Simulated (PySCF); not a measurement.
# B₂F₂H₃N: electronic excitations and core binding energies

What electronic excitations and core binding energies should B₂F₂H₃N (`NBB(F)F`) show?

Computed with PySCF 2.14.0, with density-fitted response routines of our own, on a single molecule in the gas phase. Atoms count from 0, in the outputs and in this text.

## 1. The molecule as given

8 atoms, charge 0, multiplicity 1; geometry from: GFN2-xTB.

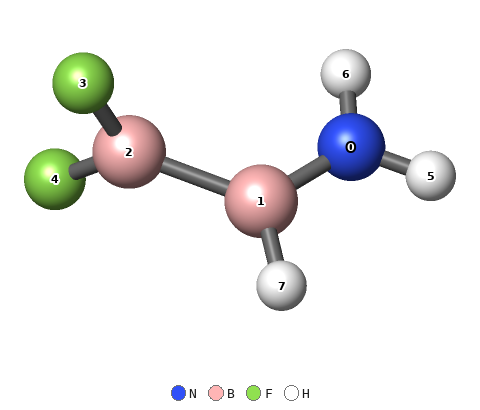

The starting geometry (nitrogen blue, boron pink, fluorine green, hydrogen white), atoms numbered.

## 2. Ultraviolet spectrum: wB97X-D/def2-SVPD

What the job is given:

```
{"job": {"kind": "uv", "xc": "wB97X-D", "basis": "def2-SVPD", "nstates": 8, "ntriplets": 3}, "charge": 0, "multiplicity": 1}
N     -1.329053    -0.163106     0.202126
B     -0.197440     0.431824    -0.315776
B      1.359084    -0.119168     0.004061
F      2.114927     0.291794     1.018237
F      2.022873    -0.990991    -0.749478
H     -2.265375     0.159688     0.016890
H     -1.319316    -0.967037     0.808822
H     -0.376643     1.366408    -1.009448
```

Level: TDDFT wB97X-D/def2-SVPD, vertical, gas phase, core orbitals frozen in the response.

The run is started by

```sh
> OMP_NUM_THREADS=1 python probes_run.py task.json out
```

One launch serves the whole session: the jobs run in the order shown.

The log of the run:

```text
coarse grid: 7272 points
cycle   1  E = -305.6744868536  dE =  5.091e-01  |g| = 6.560e-01  |ddm| = 3.625e+00
cycle   2  E = -305.6770469046  dE = -2.560e-03  |g| = 7.272e-01  |ddm| = 1.127e+00
cycle   3  E = -305.7597843898  dE = -8.274e-02  |g| = 3.901e-02  |ddm| = 4.757e-01
cycle   4  E = -305.7602233240  dE = -4.389e-04  |g| = 1.355e-02  |ddm| = 1.000e-01
cycle   5  E = -305.7602786183  dE = -5.529e-05  |g| = 4.602e-03  |ddm| = 3.636e-02
cycle   6  E = -305.7602832010  dE = -4.583e-06  |g| = 1.337e-03  |ddm| = 7.049e-03
final grid: 72736 points
cycle   7  E = -305.7927592048  dE = -7.360e-05  |g| = 8.199e-03  |ddm| = 1.262e-01
cycle   8  E = -305.7927593113  dE = -1.065e-07  |g| = 8.754e-03  |ddm| = 2.559e-02
cycle   9  E = -305.7927738046  dE = -1.449e-05  |g| = 3.849e-04  |ddm| = 5.909e-03
cycle  10  E = -305.7927738902  dE = -8.558e-08  |g| = 1.292e-04  |ddm| = 2.634e-03
cycle  11  E = -305.7927738962  dE = -5.988e-09  |g| = 5.509e-05  |ddm| = 2.840e-04
cycle  12  E = -305.7927738971  dE = -8.307e-10  |g| = 2.497e-05  |ddm| = 9.402e-05
converged SCF energy = -305.7927738971

Static polarisability (au): isotropic 36.879, principal 32.486 35.542 42.609

Singlet excitations
state   eV       nm        f      main configurations
  1   6.7570    183.5   0.00100   H->L+1 0.91
  2   7.2995    169.9   0.04195   H->L 0.76, H->L+2 0.12
  3   7.6824    161.4   0.03062   H-1->L 0.94
  4   8.1966    151.3   0.23599   H-1->L+1 0.88
  5   8.7775    141.3   0.02201   H->L+2 0.78, H->L 0.12
  6   8.9595    138.4   0.02933   H-1->L+2 0.64, H-1->L+3 0.18, H-1->L+4 0.14
  7   9.2332    134.3   0.04493   H-2->L+1 0.87
  8   9.4329    131.4   0.00058   H-1->L+3 0.48, H-1->L+4 0.27, H-1->L+5 0.18

Triplet excitations (Tamm-Dancoff, eV): 6.0425 6.1583 6.2720
```

It took 17 s on 1 thread of Arm Neoverse N1, shared host; peak memory 0.51 GiB.

Frontier orbitals and where they lie:

| orbital | eV | atoms |
| --- | --- | --- |
| HOMO−3 | -13.60 | F3 48 %, F4 47 % |
| HOMO−2 | -13.16 | B1 34 %, H7 22 %, N0 14 % |
| HOMO−1 | -11.14 | N0 66 %, B1 18 %, H5 6 % |
| HOMO | -10.81 | B1 34 %, B2 20 %, H7 15 % |
| LUMO | 1.39 | B1 30 %, B2 24 %, N0 9 % |
| LUMO+1 | 1.48 | B1 44 %, N0 20 %, B2 14 % |
| LUMO+2 | 2.27 | B2 38 %, B1 35 %, F4 9 % |

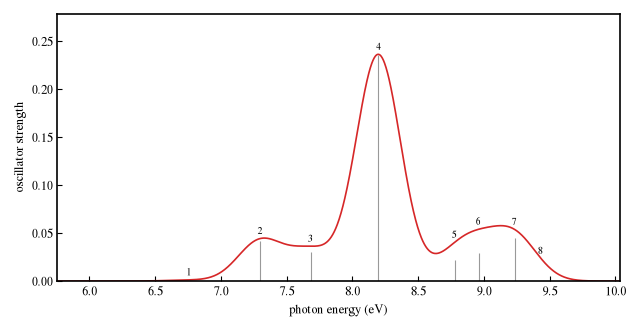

Absorption spectrum from the 8 singlet states computed; above the last one it falls off for lack of states. Lines are broadened to a width of 0.40 eV (Gaussian).

Further results of this job:

| property | computed |
| --- | --- |
| dipole moment (D) | 3.23 |
| polarisability (Å³) | 5.46 |
| HOMO–LUMO gap (eV) | 12.21 |
| −ε(HOMO) (eV) | 10.81 |

## 3. Core-electron binding energies: SCAN, X2C

Settings changed since step 2:

```diff
@@ -1,2 +1,2 @@
-{"job": {"kind": "uv", "xc": "wB97X-D", "basis": "def2-SVPD", "nstates": 8, "ntriplets": 3}, "charge": 0, "multiplicity": 1}
+{"job": {"kind": "xps"}, "charge": 0, "multiplicity": 1}
 N     -1.329053    -0.163106     0.202126
```

Method: delta-SCF UKS SCAN, pcX-2 on the ionised atom, pcseg-1 elsewhere, spin-free X2C.

The log of the run:

```text
ground state, core basis on atom 0 (N), 116 functions
  cycle   1  E = -306.10090882  |g| = 6.53e-01
  cycle   2  E = -305.98503182  |g| = 1.08e+00
  cycle   3  E = -306.17542570  |g| = 1.02e-01
  cycle   4  E = -306.17831059  |g| = 1.84e-02
  cycle   5  E = -306.17837734  |g| = 1.13e-02
  cycle   6  E = -306.17839917  |g| = 3.00e-03
  cycle   7  E = -306.17840142  |g| = 6.22e-04
  cycle   8  E = -306.17840044  |g| = 8.86e-05
  E(ground) = -306.17229726 Eh
hole in N 1s of atom 0
  cycle   1  E = -290.56906830  |g| = 1.86e+00
  cycle   2  E = -290.17591075  |g| = 1.92e+00
  cycle   3  E = -291.23161546  |g| = 3.13e-01
  cycle   4  E = -291.25593371  |g| = 1.11e-01
  cycle   5  E = -291.25885520  |g| = 5.25e-02
  cycle   6  E = -291.25976388  |g| = 6.82e-03
  cycle   7  E = -291.25978702  |g| = 1.86e-03
  cycle   8  E = -291.25978995  |g| = 7.25e-04
  cycle   9  E = -291.25978941  |g| = 6.26e-04
  cycle  10  E = -291.25979047  |g| = 1.82e-04
  E(ion) = -291.25285694 Eh   <S^2> = 0.7643   hole on atom = 1.000   binding energy = 405.979 eV
ground state, core basis on atom 1 (B), 116 functions
  cycle   1  E = -306.16013082  |g| = 4.83e-02
  cycle   2  E = -306.16010767  |g| = 2.35e-02
  cycle   3  E = -306.16018315  |g| = 1.71e-02
  cycle   4  E = -306.16024890  |g| = 5.73e-03
  cycle   5  E = -306.16025384  |g| = 3.83e-04
  E(ground) = -306.15652589 Eh
hole in B 1s of atom 1
  cycle   1  E = -298.56447658  |g| = 1.16e+00
  cycle   2  E = -297.55460384  |g| = 1.71e+00
  cycle   3  E = -298.82757854  |g| = 5.86e-01
  cycle   4  E = -298.94072484  |g| = 2.27e-01
  cycle   5  E = -298.95934259  |g| = 4.60e-02
  cycle   6  E = -298.96041897  |g| = 2.49e-02
  cycle   7  E = -298.96077883  |g| = 1.66e-02
  cycle   8  E = -298.96106369  |g| = 9.11e-03
  cycle   9  E = -298.96128812  |g| = 6.23e-03
  cycle  10  E = -298.96145611  |g| = 3.24e-03
  cycle  11  E = -298.96148880  |g| = 2.76e-03
  cycle  12  E = -298.96150444  |g| = 2.20e-03
  cycle  13  E = -298.96151506  |g| = 8.61e-04
  cycle  14  E = -298.96151715  |g| = 3.55e-04
  E(ion) = -298.95798890 Eh   <S^2> = 0.8522   hole on atom = 1.000   binding energy = 195.882 eV
ground state, core basis on atom 2 (B), 116 functions
  cycle   1  E = -306.16715137  |g| = 5.97e-02
  cycle   2  E = -306.16686145  |g| = 6.16e-02
  cycle   3  E = -306.16742684  |g| = 2.06e-02
  cycle   4  E = -306.16748812  |g| = 4.40e-03
  cycle   5  E = -306.16749191  |g| = 4.72e-04
  E(ground) = -306.16500958 Eh
hole in B 1s of atom 2
  cycle   1  E = -298.48367332  |g| = 1.16e+00
  cycle   2  E = -296.63212224  |g| = 1.87e+00
  cycle   3  E = -298.57147637  |g| = 7.38e-01
  cycle   4  E = -298.81760378  |g| = 2.47e-01
  cycle   5  E = -298.84025951  |g| = 1.38e-01
  cycle   6  E = -298.84889410  |g| = 4.17e-02
  cycle   7  E = -298.84952948  |g| = 1.41e-02
  cycle   8  E = -298.84959123  |g| = 7.26e-03
  cycle   9  E = -298.84962132  |g| = 1.45e-03
  cycle  10  E = -298.84962222  |g| = 4.44e-04
  E(ion) = -298.84993286 Eh   <S^2> = 0.7687   hole on atom = 1.000   binding energy = 199.053 eV
ground state, core basis on atom 3 (F), 116 functions
  cycle   1  E = -306.20991204  |g| = 1.25e-01
  cycle   2  E = -306.20884669  |g| = 1.04e-01
  cycle   3  E = -306.20965839  |g| = 6.93e-02
  cycle   4  E = -306.21030458  |g| = 5.91e-03
  cycle   5  E = -306.21030928  |g| = 9.36e-04
  cycle   6  E = -306.21030813  |g| = 1.57e-04
  E(ground) = -306.20897387 Eh
hole in F 1s of atom 3
  cycle   1  E = -279.85495707  |g| = 2.58e+00
  cycle   2  E = -279.82180233  |g| = 2.11e+00
  cycle   3  E = -280.67271653  |g| = 4.39e-01
  cycle   4  E = -280.66414911  |g| = 4.50e-01
  cycle   5  E = -280.73174961  |g| = 3.79e-02
  cycle   6  E = -280.73227056  |g| = 1.60e-02
  cycle   7  E = -280.73241487  |g| = 3.03e-03
  cycle   8  E = -280.73241639  |g| = 1.92e-03
  cycle   9  E = -280.73241832  |g| = 7.81e-04
  cycle  10  E = -280.73241908  |g| = 1.39e-04
  E(ion) = -280.73757740 Eh   <S^2> = 0.7564   hole on atom = 1.000   binding energy = 693.112 eV
```

It took 25 s on 1 thread of Arm Neoverse N1, shared host; peak memory 0.39 GiB.

The holes in one table. −ε is the ground-state orbital energy:

| hole | stands for | environment | ΔSCF (eV) | −ε (eV) | ⟨S²⟩ |
| --- | --- | --- | --- | --- | --- |
| N1s on N0 | N0 | nitrogen bonded to B, 2 H | 405.98 | 386.6 | 0.764 |
| B1s on B1 | B1 | boron bonded to B, N, H | 195.88 (doubtful) | 179.8 | 0.852 |
| B1s on B2 | B2 | boron bonded to B, 2 F | 199.05 | 182.2 | 0.769 |
| F1s on F3 | F3, F4 | fluorine bonded to B | 693.11 | 666.7 | 0.756 |

Each hole run stands for the others of its class of like atoms.

Doubtful: the ion did not converge, its hole moved, or its ⟨S²⟩ is well above 0.75.

## 4. Results

| quantity | value |
| --- | --- |
| lowest singlet (wB97X-D/def2-SVPD) | 6.76 eV (183 nm), f = 0.001 |
| brightest single state of those computed | state 4, 8.20 eV, f = 0.236 |
| lowest triplet | 6.04 eV |
| N1s binding energies, SCAN/pcX-2 | N0 405.98 eV |
| B1s binding energies, SCAN/pcX-2 (standing for 1 of 2 atoms) | B2 199.05 eV |
| F1s binding energies, SCAN/pcX-2 | F3 693.11 eV |

What this shows: The first singlet state (HOMO→LUMO+1 0.91) lies at 6.76 eV and is weak; of the 8 states computed, the strongest absorption comes from state 4 at 8.20 eV. The lowest triplet lies 0.71 eV below the lowest singlet (triplets in Tamm-Dancoff, singlets in full TDDFT).
